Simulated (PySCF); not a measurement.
## Single-point calculation, with input and output: AlH$_{3}$Cl (charge −1)

AlH$_{3}$Cl, charge −1, SMILES [H][Al-]([H])([H])[Cl], computed with CCSDT/STO-3G, RHF (PySCF 2.14.0).

A bond length was changed on purpose from its optimised value.

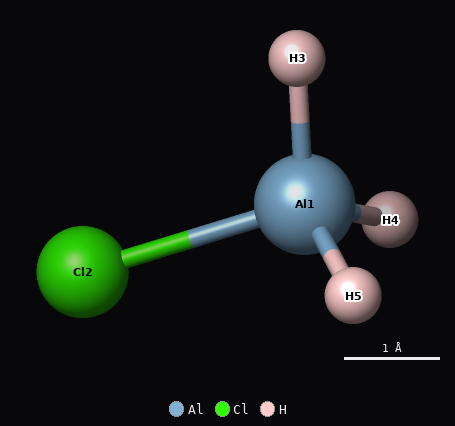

The structure as given in the input (ball-and-stick view, seen at a tilt; atoms are numbered from 1 in the order of the input). Sticks mark near contacts.

Key numbers:

- outcome: converged
- total energy: −695.345378 hartree
- SCF energy: −695.290698 hartree
- correlation energy: −0.054680 hartree
- basis functions: 21
- T1 diagnostic: 0.006
- HOMO of the SCF reference: −2.17 eV
- LUMO of the SCF reference: 16.02 eV
- hardware: 1 thread of Intel Xeon @ 2.50GHz (Skylake/Cascade Lake), 16 GiB of memory available, shared host
- wall time: 1.3 s
- peak memory: 0.12 GiB

Remarks:

The record of the run, not the program, notes: dipole of an ion depends on the origin.

Input file (job.py):
```python
from pyscf import gto, cc

mol = gto.M(
    atom='input.xyz',
    charge=-1,
    verbose=4,
    basis='sto-3g',
    max_memory=1860,
)

mf = mol.RHF()
mf.conv_tol = 1e-10
mf.kernel()
if not mf.converged:
    mf = mf.newton().run(mf.mo_coeff, mf.mo_occ)

mycc = cc.CCSDT(mf, frozen=10)
mycc.kernel()
e_final = mycc.e_tot
print(f'total energy: {e_final:.8f} hartree')
```

File input.xyz:
```
5

Al    -0.005710     0.004176    -0.553413
Cl     0.013850    -0.018360     1.961810
H      1.528840     0.015436    -1.036193
H     -0.778650     1.338146    -1.009643
H     -0.771370    -1.324374    -1.039363
```

Run as:
```bash
OMP_NUM_THREADS=1 python job.py
```

The program's output:
```
PySCF version 2.14.0

[INPUT] num. atoms = 5
[INPUT] num. electrons = 34
[INPUT] charge = -1
[INPUT] spin (= nelec alpha-beta = 2S) = 0
[INPUT] symmetry False subgroup None
[INPUT] Mole.unit = angstrom
[INPUT] Symbol           X                Y                Z      unit          X                Y                Z       unit  Magmom
[INPUT]  1 Al    -0.005710000000   0.004176000000  -0.553413000000 AA   -0.010790336171   0.007891496296  -1.045799003774 Bohr   0.0
[INPUT]  2 Cl     0.013850000000  -0.018360000000   1.961810000000 AA    0.026172706825  -0.034695371647   3.707283608433 Bohr   0.0
[INPUT]  3 H      1.528840000000   0.015436000000  -1.036193000000 AA    2.889088888280   0.029169812459  -1.958120982191 Bohr   0.0
[INPUT]  4 H     -0.778650000000   1.338146000000  -1.009643000000 AA   -1.471435246893   2.528729454682  -1.907948753584 Bohr   0.0
[INPUT]  5 H     -0.771370000000  -1.324374000000  -1.039363000000 AA   -1.457678040706  -2.502704146495  -1.964111414006 Bohr   0.0

nuclear repulsion = 67.9480666838688
number of shells = 13
number of NR pGTOs = 63
number of NR cGTOs = 21
basis = sto-3g
ecp = {}

******** <class 'pyscf.scf.hf.RHF'> ********
method = RHF
initial guess = minao
damping factor = 0
level_shift factor = 0
DIIS = <class 'pyscf.scf.diis.CDIIS'>
diis_start_cycle = 1
diis_space = 8
diis_damp = 0
SCF conv_tol = 1e-10
SCF conv_tol_grad = None
SCF max_cycles = 50
direct_scf = True
direct_scf_tol = 1e-13
Set gradient conv threshold to 1e-05
Initial guess from minao.
init E= -694.260871712587
  HOMO = -0.31746741902403  LUMO = 0.175896138647905  gap/eV = 13.42511
cycle= 1 E= -695.272807091626  delta_E= -1.01  |g|= 0.152  |ddm|= 1.96
  HOMO = -0.0521949240710492  LUMO = 0.575834499107022  gap/eV = 17.08955
cycle= 2 E= -695.289507580438  delta_E= -0.0167  |g|= 0.0388  |ddm|= 0.355
  HOMO = -0.0776715590894709  LUMO = 0.591449269038311  gap/eV = 18.20771
cycle= 3 E= -695.290685696548  delta_E= -0.00118  |g|= 0.00435  |ddm|= 0.108
  HOMO = -0.0797177563190619  LUMO = 0.588792772081898  gap/eV = 18.19110
cycle= 4 E= -695.290698084301  delta_E= -1.24e-05  |g|= 0.000376  |ddm|= 0.0114
  HOMO = -0.0796209613632425  LUMO = 0.588628219063746  gap/eV = 18.18399
cycle= 5 E= -695.290698172424  delta_E= -8.81e-08  |g|= 2.89e-05  |ddm|= 0.000955
  HOMO = -0.0796074916929048  LUMO = 0.588642851442582  gap/eV = 18.18402
cycle= 6 E= -695.290698172906  delta_E= -4.83e-10  |g|= 2.87e-06  |ddm|= 6.7e-05
  HOMO = -0.0796072620164955  LUMO = 0.588642795533668  gap/eV = 18.18401
cycle= 7 E= -695.290698172911  delta_E= -4.89e-12  |g|= 3.36e-07  |ddm|= 5.27e-06
  HOMO = -0.0796072421337186  LUMO = 0.588642735791731  gap/eV = 18.18401
Extra cycle  E= -695.290698172912  delta_E= -7.96e-13  |g|= 7.36e-08  |ddm|= 5.79e-07
converged SCF energy = -695.290698172912

******** <class 'pyscf.cc.rccsdt.RCCSDT'> ********
RCCSDT nocc = 7, nmo = 11
Allocating only the i<=j<=k part of the T3 amplitude in memory
frozen orbitals 10
max_cycle = 50
conv_tol = 1e-07
conv_tol_normt = 1e-06
diis with the T3 amplitude
diis_space = 6
diis_start_cycle = 0
diis_start_energy_diff = 1e+09
einsum_backend: numpy
_make_eris_incore_RCCSDT
blksize  7    blksize_oovv  4    blksize_oooo  4    blksize_vvvv  1

WARN: A large `blksize` is being used, which may cause large memory consumption
      for storing contraction intermediates. If memory is sufficient, consider using
      `pyscf.cc.rccsdt_highm.RCCSDT` instead.

Approximate memory usage estimate
    T3 memory                42.0 KB
    R3 memory                42.0 KB
    Symmetrized T3 memory    28.0 KB
    ERIs memory               114 KB
    T1-ERIs memory            114 KB
    Intermediates memory      114 KB
    Block workspace          88.0 KB
    T3 einsum buffer         88.0 KB
Total estimated memory        631 KB
Init t2, MP2 energy = -695.328085590986  E_corr(MP2) -0.037387418074
Init E_corr(RCCSDT) = -0.0373874180744324
cycle =  1  E_corr(RCCSDT) = -0.048084426371  dE = -1.069700829631e-02  norm(d tamps) = 4.66816780e-02
cycle =  2  E_corr(RCCSDT) = -0.052199600894  dE = -4.115174523099e-03  norm(d tamps) = 1.77272102e-02
cycle =  3  E_corr(RCCSDT) = -0.054580054425  dE = -2.380453531601e-03  norm(d tamps) = 6.88457256e-03
cycle =  4  E_corr(RCCSDT) = -0.054676406067  dE = -9.635164111764e-05  norm(d tamps) = 8.70402326e-04
cycle =  5  E_corr(RCCSDT) = -0.054681250731  dE = -4.844664428100e-06  norm(d tamps) = 3.29893900e-04
cycle =  6  E_corr(RCCSDT) = -0.054680629928  dE =  6.208031102309e-07  norm(d tamps) = 7.24632698e-05
cycle =  7  E_corr(RCCSDT) = -0.054679986593  dE =  6.433351814605e-07  norm(d tamps) = 2.19396540e-05
cycle =  8  E_corr(RCCSDT) = -0.054679855186  dE =  1.314062002544e-07  norm(d tamps) = 7.75882584e-06
cycle =  9  E_corr(RCCSDT) = -0.054679762637  dE =  9.254941648468e-08  norm(d tamps) = 3.05460341e-06
cycle = 10  E_corr(RCCSDT) = -0.054679770215  dE = -7.577680496973e-09  norm(d tamps) = 8.78540327e-07
RCCSDT converged
E(RCCSDT) = -695.3453779431266   E_corr = -0.05467977021475847
E_corr(same-spin) = -0.000931478047725533
E_corr(oppo-spin) = -0.0537482921670329
total energy: -695.34537794 hartree
```

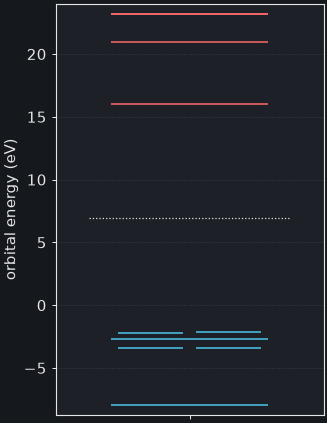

Orbital energies near the frontier (SCF reference); the dotted line parts filled from empty levels, and levels within 0.02 eV of each other stand side by side. Highest filled −2.17 eV, lowest empty 16.02 eV, 18.19 eV apart.
